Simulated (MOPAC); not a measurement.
**Run report: CH4F2Si, geometry relaxation (part 3 of 4)**

Continued. System: CH4F2Si, SMILES FC(F)[SiH3]. Method: PM6-DH+, closed shell, dispersion DH+, COSMO solvent methanol (MOPAC 23.2.5). The geometry comes from this level: GFN2-xTB.

Geometry of the input (Å):
```
F  0.9094  -0.7926  1.4581
C  0.8687  0.0095  0.3563
F  1.7249  -0.5494  -0.5460
Si -0.9273  0.0756  -0.3683
H  1.3074  0.9734  0.6512
H  -1.7508  0.6649  0.6835
H  -1.2988  -1.2998  -0.6773
H  -0.8334  0.9185  -1.5574
```

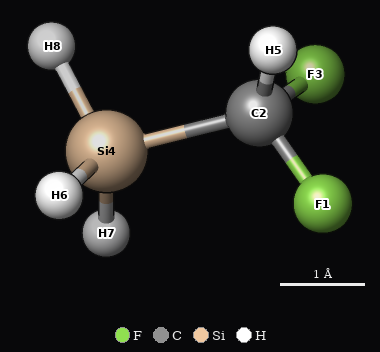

Figure 1. The geometry at step 8 of the log (ball-and-stick view, seen at a tilt; atoms are numbered from 1 in the order of the input).

Output, continued:
```
          THERE ARE 18 GENUINE VIBRATIONS IN THIS SYSTEM
          THIS THERMODYNAMICS CALCULATION IS LIMITED TO
          MOLECULES WHICH HAVE NO INTERNAL ROTATIONS

                    CALCULATED THERMODYNAMIC PROPERTIES
                                          *
   TEMP. (K)   PARTITION FUNCTION   H.O.F.    ENTHALPY  HEAT CAPACITY ENTROPY
                                   KCAL/MOL   CAL/MOLE    CAL/K/MOL  CAL/K/MOL

 298.00  VIB.     0.5713D+01                  1618.7392    12.1580     8.8952
         ROT.     0.8119D+05                   888.2803     2.9808    25.4453
         INT.     0.4639D+06                  2507.0195    15.1388    34.3405
         TRA.     0.7195D+27                  1480.4672     4.9680    39.1288
         TOT.                     -104.690    3987.4866    20.1068    73.4693

 200.00  VIB.     0.2434D+01                   645.3067     7.6652     4.9938
         ROT.     0.4464D+05                   596.1613     2.9808    24.2566
         INT.     0.1086D+06                  1241.4680    10.6460    29.2504
         TRA.     0.3956D+27                   993.6021     4.9680    37.1476
         TOT.                     -106.443    2235.0701    15.6140    66.3981

 210.00  VIB.     0.2641D+01                   724.2797     8.1297     5.3790
         ROT.     0.4803D+05                   625.9693     2.9808    24.4020
         INT.     0.1269D+06                  1350.2490    11.1105    29.7811
         TRA.     0.4256D+27                  1043.2822     4.9680    37.3900
         TOT.                     -106.284    2393.5313    16.0785    67.1711

 220.00  VIB.     0.2871D+01                   807.9057     8.5956     5.7680
         ROT.     0.5150D+05                   655.7774     2.9808    24.5407
         INT.     0.1478D+06                  1463.6831    11.5764    30.3087
         TRA.     0.4564D+27                  1092.9623     4.9680    37.6211
         TOT.                     -106.121    2556.6454    16.5444    67.9298

 230.00  VIB.     0.3124D+01                   896.1926     9.0617     6.1604
         ROT.     0.5505D+05                   685.5855     2.9808    24.6732
         INT.     0.1720D+06                  1581.7781    12.0425    30.8336
         TRA.     0.4879D+27                  1142.6424     4.9680    37.8420
         TOT.                     -105.953    2724.4205    17.0105    68.6755

 240.00  VIB.     0.3404D+01                   989.1373     9.5270     6.5559
         ROT.     0.5868D+05                   715.3935     2.9808    24.8001
         INT.     0.1998D+06                  1704.5308    12.5078    31.3559
         TRA.     0.5200D+27                  1192.3226     4.9680    38.0534
         TOT.                     -105.781    2896.8534    17.4758    69.4093

 250.00  VIB.     0.3714D+01                  1086.7255     9.9903     6.9542
         ROT.     0.6239D+05                   745.2016     2.9808    24.9218
         INT.     0.2317D+06                  1831.9271    12.9711    31.8759
         TRA.     0.5529D+27                  1242.0027     4.9680    38.2562
         TOT.                     -105.604    3073.9297    17.9391    70.1321

 260.00  VIB.     0.4055D+01                  1188.9327    10.4506     7.3550
         ROT.     0.6617D+05                   775.0097     2.9808    25.0387
         INT.     0.2683D+06                  1963.9424    13.4314    32.3936
         TRA.     0.5864D+27                  1291.6828     4.9680    38.4511
         TOT.                     -105.422    3255.6251    18.3994    70.8447

 270.00  VIB.     0.4433D+01                  1295.7247    10.9071     7.7580
         ROT.     0.7002D+05                   804.8177     2.9808    25.1512
         INT.     0.3104D+06                  2100.5424    13.8879    32.9091
         TRA.     0.6205D+27                  1341.3629     4.9680    38.6386
         TOT.                     -105.236    3441.9053    18.8559    71.5477

 280.00  VIB.     0.4850D+01                  1407.0586    11.3589     8.1628
         ROT.     0.7395D+05                   834.6258     2.9808    25.2596
         INT.     0.3586D+06                  2241.6844    14.3397    33.4224
         TRA.     0.6553D+27                  1391.0430     4.9680    38.8192
         TOT.                     -105.045    3632.7273    19.3077    72.2416

 290.00  VIB.     0.5310D+01                  1522.8837    11.8052     8.5692
         ROT.     0.7794D+05                   864.4339     2.9808    25.3642
         INT.     0.4139D+06                  2387.3176    14.7860    33.9334
         TRA.     0.6907D+27                  1440.7231     4.9680    38.9936
         TOT.                     -104.850    3828.0406    19.7540    72.9269

 300.00  VIB.     0.5819D+01                  1643.1427    12.2455     8.9769
         ROT.     0.8201D+05                   894.2419     2.9808    25.4652
         INT.     0.4772D+06                  2537.3846    15.2263    34.4421
         TRA.     0.7268D+27                  1490.4032     4.9680    39.1620
         TOT.                     -104.650    4027.7878    20.1944    73.6041

 310.00  VIB.     0.6381D+01                  1767.7727    12.6793     9.3855
         ROT.     0.8614D+05                   924.0500     2.9808    25.5630
         INT.     0.5497D+06                  2691.8226    15.6601    34.9484
         TRA.     0.7634D+27                  1540.0833     4.9680    39.3249
         TOT.                     -104.446    4231.9059    20.6281    74.2733

 320.00  VIB.     0.7002D+01                  1896.7058    13.1061     9.7948
         ROT.     0.9035D+05                   953.8580     2.9808    25.6576
         INT.     0.6326D+06                  2850.5639    16.0869    35.4524
         TRA.     0.8006D+27                  1589.7634     4.9680    39.4826
         TOT.                     -104.237    4440.3273    21.0549    74.9350

 330.00  VIB.     0.7689D+01                  2029.8708    13.5256    10.2045
         ROT.     0.9461D+05                   983.6661     2.9808    25.7493
         INT.     0.7275D+06                  3013.5369    16.5064    35.9538
         TRA.     0.8385D+27                  1639.4435     4.9680    39.6355
         TOT.                     -104.025    4652.9804    21.4744    75.5893

 340.00  VIB.     0.8447D+01                  2167.1931    13.9376    10.6144
         ROT.     0.9895D+05                  1013.4742     2.9808    25.8383
         INT.     0.8358D+06                  3180.6673    16.9184    36.4527
         TRA.     0.8769D+27                  1689.1236     4.9680    39.7838
         TOT.                     -103.808    4869.7909    21.8864    76.2366

 350.00  VIB.     0.9285D+01                  2308.5964    14.3418    11.0243
         ROT.     0.1033D+06                  1043.2822     2.9808    25.9247
         INT.     0.9596D+06                  3351.8786    17.3226    36.9490
         TRA.     0.9158D+27                  1738.8037     4.9680    39.9278
         TOT.                     -103.587    5090.6823    22.2906    76.8768

 360.00  VIB.     0.1021D+02                  2454.0026    14.7381    11.4339
         ROT.     0.1078D+06                  1073.0903     2.9808    26.0087
         INT.     0.1101D+07                  3527.0929    17.7189    37.4426
         TRA.     0.9554D+27                  1788.4838     4.9680    40.0678
         TOT.                     -103.362    5315.5767    22.6870    77.5104

 370.00  VIB.     0.1123D+02                  2603.3328    15.1266    11.8430
         ROT.     0.1123D+06                  1102.8984     2.9808    26.0904
         INT.     0.1262D+07                  3706.2312    18.1074    37.9334
         TRA.     0.9954D+27                  1838.1639     4.9680    40.2039
         TOT.                     -103.133    5544.3951    23.0754    78.1373

 380.00  VIB.     0.1236D+02                  2756.5079    15.5071    12.2515
         ROT.     0.1169D+06                  1132.7064     2.9808    26.1698
         INT.     0.1446D+07                  3889.2143    18.4879    38.4213
         TRA.     0.1036D+28                  1887.8440     4.9680    40.3364
         TOT.                     -102.901    5777.0583    23.4559    78.7577

 390.00  VIB.     0.1361D+02                  2913.4486    15.8797    12.6591
         ROT.     0.1216D+06                  1162.5145     2.9808    26.2473
         INT.     0.1655D+07                  4075.9631    18.8605    38.9064
         TRA.     0.1077D+28                  1937.5242     4.9680    40.4654
         TOT.                     -102.664    6013.4872    23.8285    79.3718

 400.00  VIB.     0.1499D+02                  3074.0762    16.2445    13.0658
         ROT.     0.1263D+06                  1192.3226     2.9808    26.3227
         INT.     0.1893D+07                  4266.3988    19.2253    39.3885
         TRA.     0.1119D+28                  1987.2043     4.9680    40.5912
         TOT.                     -102.424    6253.6030    24.1933    79.9797

   *: NOTE: HEATS OF FORMATION ARE RELATIVE TO THE
            ELEMENTS IN THEIR STANDARD STATE AT 298K
              (=  Standard Enthalpy of Formation).

            Hvib:  Zero-point energy is not included.
                   frequencies of less than zero cm-1 are not included.
            Hrot = (3/2)RT
            Htra = (3/2)RT + pV = (5/2)RT

            Heat capacity is Cp, not Cv

           FORCE CONSTANT IN CARTESIAN COORDINATES (Millidynes/A)

    ATOM   CHEMICAL       X               Y               Z
   NUMBER   SYMBOL  FORCE CONSTANT  FORCE CONSTANT  FORCE CONSTANT

      1       F        6.889752        0.904739        0.507311
      2       C        6.980022        7.171787        5.247205
      3       F        1.237483        6.557033        0.507287
      4      Si        4.364132        4.335236        4.481673
      5       H        0.998387        1.109405        3.101436
      6       H        0.473721        2.391075        0.308823
      7       H        0.503093        0.601675        1.966626
      8       H        2.531308        0.333396        0.308915

 *                    *
 * JOB ENDED NORMALLY *
 *                    *

 TOTAL JOB TIME:             0.81 SECONDS

 == MOPAC DONE ==
```

Trajectory as extended XYZ (Å, eV, eV/Å), 46 frames, from step=0 to step=45:
```
8
Properties=species:S:1:pos:R:3:forces:R:3 step=0 energy=-4.46476
F     0.9094   -0.7926    1.4581    0.4529  -0.2887  -0.2277
C     0.8687    0.0095    0.3563   -0.6939   0.1240  -0.2772
F     1.7249   -0.5494   -0.5460    0.1790  -0.3688   0.4156
Si   -0.9273    0.0756   -0.3683    0.2655  -0.0837   0.0892
H     1.3074    0.9734    0.6512    0.2992   0.5517   0.1909
H    -1.7508    0.6649    0.6835   -0.2171   0.1545   0.1735
H    -1.2988   -1.2998   -0.6773   -0.2241  -0.2860  -0.1248
H    -0.8334    0.9185   -1.5574   -0.0615   0.1968  -0.2395
8
Properties=species:S:1:pos:R:3:forces:R:3 step=1 energy=-4.47595
F     0.9196   -0.7973    1.4296    0.1138  -0.0374  -0.1736
C     0.8512    0.0205    0.3198   -0.0975   0.6775   1.4338
F     1.7266   -0.5601   -0.5054    0.8744  -0.5895  -0.6826
Si   -0.9244    0.0750   -0.3545   -0.4348   0.1152  -0.6919
H     1.3138    1.0006    0.6704   -0.1222  -0.0940  -0.1995
H    -1.7563    0.6728    0.7045   -0.0721   0.0544   0.0279
H    -1.3044   -1.3127   -0.6892   -0.1460  -0.0016  -0.0017
H    -0.8359    0.9277   -1.5853   -0.1155  -0.1246   0.2877
8
Properties=species:S:1:pos:R:3:forces:R:3 step=2 energy=-4.50619
F     0.9260   -0.7978    1.4211    0.1390  -0.2748   0.3390
C     0.8419    0.0364    0.3523    0.7650  -0.0570  -0.3867
F     1.7355   -0.5737   -0.5140   -0.3052   0.2753   0.4036
Si   -0.9291    0.0747   -0.3632   -0.3493   0.1141  -0.3094
H     1.3152    1.0092    0.6693   -0.0311  -0.0097  -0.0876
H    -1.7596    0.6763    0.7117   -0.0017  -0.0239  -0.1315
H    -1.3086   -1.3179   -0.6900   -0.1152   0.0440  -0.0038
H    -0.8387    0.9283   -1.5829   -0.1015  -0.0680   0.1764
8
Properties=species:S:1:pos:R:3:forces:R:3 step=3 energy=-4.51835
F     0.9306   -0.8040    1.4317    0.1223   0.1087  -0.1592
C     0.8537    0.0379    0.3485    0.0974  -0.3405   0.0631
F     1.7325   -0.5706   -0.5122   -0.0316   0.0829   0.2031
Si   -0.9371    0.0772   -0.3718    0.0029  -0.0458   0.1303
H     1.3142    1.0071    0.6624    0.0653   0.1048   0.0035
H    -1.7594    0.6756    0.7089   -0.0272  -0.0073  -0.1210
H    -1.3109   -1.3164   -0.6872   -0.1326   0.0074  -0.0393
H    -0.8413    0.9253   -1.5714   -0.0965   0.0897  -0.0806
8
Properties=species:S:1:pos:R:3:forces:R:3 step=4 energy=-4.51913
F     0.9331   -0.8013    1.4251    0.1393  -0.2270   0.3287
C     0.8583    0.0300    0.3508   -0.2775   0.2991  -0.0992
F     1.7307   -0.5689   -0.5057    0.2815  -0.1212  -0.1393
Si   -0.9397    0.0778   -0.3710    0.1503  -0.0692   0.0450
H     1.3150    1.0095    0.6604    0.0145   0.0112  -0.0134
H    -1.7597    0.6759    0.7029   -0.0784   0.0297  -0.0442
H    -1.3138   -1.3157   -0.6885   -0.1360   0.0120  -0.0350
H    -0.8436    0.9269   -1.5735   -0.0936   0.0653  -0.0427
8
Properties=species:S:1:pos:R:3:forces:R:3 step=5 energy=-4.52309
F     0.9355   -0.8044    1.4308    0.1186   0.0257  -0.0146
C     0.8548    0.0320    0.3490    0.0024   0.0298   0.0943
F     1.7330   -0.5695   -0.5081    0.0979  -0.0196   0.0409
Si   -0.9399    0.0777   -0.3687    0.1378  -0.0546  -0.1899
H     1.3157    1.0130    0.6589   -0.0269  -0.0683  -0.0273
H    -1.7615    0.6771    0.6948   -0.1218   0.0602   0.0373
H    -1.3178   -1.3152   -0.6937   -0.1196   0.0391  -0.0132
H    -0.8464    0.9310   -1.5792   -0.0884  -0.0122   0.0725
8
Properties=species:S:1:pos:R:3:forces:R:3 step=6 energy=-4.52566
F     0.9402   -0.8055    1.4311    0.0754   0.0951  -0.0466
C     0.8514    0.0341    0.3501    0.1436  -0.1219   0.0753
F     1.7336   -0.5710   -0.5055    0.0325   0.0328   0.0589
Si   -0.9393    0.0769   -0.3725    0.0014  -0.0035   0.0196
H     1.3159    1.0134    0.6556   -0.0379  -0.0434  -0.0053
H    -1.7657    0.6812    0.6982   -0.0349  -0.0078  -0.0710
H    -1.3237   -1.3133   -0.6957   -0.1106   0.0221  -0.0238
H    -0.8509    0.9337   -1.5738   -0.0696   0.0265  -0.0070
8
Properties=species:S:1:pos:R:3:forces:R:3 step=7 energy=-4.52891
F     0.9469   -0.8057    1.4338    0.0574   0.0906  -0.0325
C     0.8512    0.0318    0.3531    0.1160  -0.1475  -0.0105
F     1.7347   -0.5710   -0.5040    0.0145   0.0221   0.0564
Si   -0.9408    0.0764   -0.3745    0.0089   0.0079   0.0433
H     1.3149    1.0114    0.6508   -0.0322   0.0044   0.0314
H    -1.7714    0.6850    0.6893   -0.0308  -0.0153  -0.0436
H    -1.3345   -1.3095   -0.7029   -0.0928   0.0139  -0.0190
H    -0.8587    0.9391   -1.5709   -0.0408   0.0241  -0.0256
8
Properties=species:S:1:pos:R:3:forces:R:3 step=8 energy=-4.53257
F     0.9616   -0.8033    1.4407    0.0241   0.0045   0.0124
C     0.8519    0.0214    0.3555    0.0138   0.1104  -0.0140
F     1.7378   -0.5711   -0.5010    0.0724  -0.0491  -0.0170
Si   -0.9443    0.0763   -0.3785    0.0151   0.0236   0.0584
H     1.3114    1.0101    0.6512   -0.0950  -0.0714  -0.0133
H    -1.7852    0.6918    0.6734    0.0020  -0.0363  -0.0072
H    -1.3605   -1.3009   -0.7197   -0.0505   0.0213  -0.0028
H    -0.8765    0.9514   -1.5684    0.0181  -0.0030  -0.0165
8
Properties=species:S:1:pos:R:3:forces:R:3 step=9 energy=-4.53314
F     0.9658   -0.8028    1.4403   -0.0071   0.0058   0.0358
C     0.8522    0.0222    0.3550   -0.0292  -0.0354  -0.0261
F     1.7399   -0.5727   -0.4981    0.0698  -0.0326  -0.0562
Si   -0.9455    0.0762   -0.3778    0.0104   0.0329  -0.0276
H     1.3077    1.0059    0.6502   -0.0380   0.0582   0.0130
H    -1.7897    0.6917    0.6679   -0.0068  -0.0251   0.0341
H    -1.3695   -1.2974   -0.7260   -0.0306   0.0226   0.0107
H    -0.8814    0.9546   -1.5687    0.0316  -0.0265   0.0163
8
Properties=species:S:1:pos:R:3:forces:R:3 step=10 energy=-4.53372
F     0.9662   -0.8019    1.4420   -0.0007   0.0072  -0.0057
C     0.8518    0.0206    0.3545    0.0059  -0.0272  -0.0277
F     1.7417   -0.5731   -0.4993    0.0240  -0.0098   0.0055
Si   -0.9458    0.0769   -0.3782    0.0069   0.0064   0.0008
H     1.3055    1.0062    0.6513   -0.0428   0.0329  -0.0067
H    -1.7910    0.6899    0.6685    0.0003  -0.0216   0.0312
H    -1.3724   -1.2955   -0.7271   -0.0280   0.0181   0.0083
H    -0.8819    0.9543   -1.5674    0.0345  -0.0061  -0.0057
8
Properties=species:S:1:pos:R:3:forces:R:3 step=11 energy=-4.53411
F     0.9663   -0.8007    1.4427    0.0002   0.0101  -0.0346
C     0.8515    0.0184    0.3522    0.0292  -0.0051  -0.0024
F     1.7455   -0.5741   -0.4989   -0.0078   0.0120   0.0390
Si   -0.9465    0.0781   -0.3783   -0.0113  -0.0067   0.0286
H     1.3000    1.0078    0.6509   -0.0400  -0.0022  -0.0294
H    -1.7927    0.6851    0.6740    0.0260  -0.0186   0.0020
H    -1.3777   -1.2916   -0.7282   -0.0269   0.0011   0.0016
H    -0.8813    0.9539   -1.5679    0.0306   0.0093  -0.0048
8
Properties=species:S:1:pos:R:3:forces:R:3 step=12 energy=-4.53496
F     0.9661   -0.7996    1.4421    0.0011   0.0066  -0.0238
C     0.8515    0.0167    0.3496    0.0205   0.0035   0.0031
F     1.7498   -0.5753   -0.4970   -0.0192   0.0224   0.0356
Si   -0.9474    0.0794   -0.3777   -0.0162  -0.0411   0.0235
H     1.2935    1.0094    0.6473   -0.0232  -0.0075  -0.0296
H    -1.7938    0.6793    0.6787    0.0343  -0.0024  -0.0037
H    -1.3840   -1.2877   -0.7297   -0.0219  -0.0061  -0.0017
H    -0.8799    0.9537   -1.5675    0.0244   0.0247  -0.0035
8
Properties=species:S:1:pos:R:3:forces:R:3 step=13 energy=-4.53522
F     0.9661   -0.7989    1.4415    0.0019   0.0121  -0.0072
C     0.8515    0.0154    0.3477   -0.0021   0.0038   0.0040
F     1.7530   -0.5760   -0.4949   -0.0116   0.0175   0.0123
Si   -0.9482    0.0796   -0.3770   -0.0177  -0.0401   0.0074
H     1.2883    1.0111    0.6420   -0.0101  -0.0042  -0.0148
H    -1.7939    0.6758    0.6822    0.0397   0.0054  -0.0073
H    -1.3897   -1.2846   -0.7315   -0.0191  -0.0160  -0.0050
H    -0.8785    0.9554   -1.5667    0.0189   0.0214   0.0106
8
Properties=species:S:1:pos:R:3:forces:R:3 step=14 energy=-4.53545
F     0.9662   -0.7980    1.4409    0.0025   0.0141   0.0135
C     0.8511    0.0142    0.3460   -0.0172   0.0058   0.0014
F     1.7558   -0.5765   -0.4929   -0.0042   0.0096  -0.0134
Si   -0.9490    0.0793   -0.3765   -0.0177  -0.0438  -0.0095
H     1.2837    1.0126    0.6361   -0.0003  -0.0002   0.0023
H    -1.7928    0.6736    0.6845    0.0359   0.0113  -0.0011
H    -1.3956   -1.2824   -0.7343   -0.0132  -0.0155  -0.0052
H    -0.8766    0.9585   -1.5638    0.0142   0.0186   0.0120
8
Properties=species:S:1:pos:R:3:forces:R:3 step=15 energy=-4.53566
F     0.9661   -0.7970    1.4409    0.0070   0.0157   0.0233
C     0.8508    0.0133    0.3448   -0.0277   0.0026  -0.0044
F     1.7575   -0.5768   -0.4917    0.0006   0.0013  -0.0249
Si   -0.9496    0.0780   -0.3763   -0.0128  -0.0235  -0.0189
H     1.2804    1.0137    0.6314    0.0049   0.0039   0.0158
H    -1.7901    0.6732    0.6865    0.0301   0.0077   0.0020
H    -1.4003   -1.2815   -0.7373   -0.0103  -0.0146  -0.0058
H    -0.8740    0.9630   -1.5598    0.0083   0.0070   0.0130
8
Properties=species:S:1:pos:R:3:forces:R:3 step=16 energy=-4.53595
F     0.9662   -0.7952    1.4416    0.0110   0.0133   0.0210
C     0.8500    0.0122    0.3435   -0.0233   0.0000  -0.0028
F     1.7589   -0.5771   -0.4911   -0.0019  -0.0034  -0.0228
Si   -0.9503    0.0762   -0.3766   -0.0061  -0.0067  -0.0187
H     1.2772    1.0145    0.6279    0.0044   0.0033   0.0182
H    -1.7855    0.6737    0.6887    0.0190  -0.0006   0.0061
H    -1.4057   -1.2813   -0.7418   -0.0048  -0.0024  -0.0038
H    -0.8705    0.9690   -1.5538    0.0017  -0.0036   0.0027
```
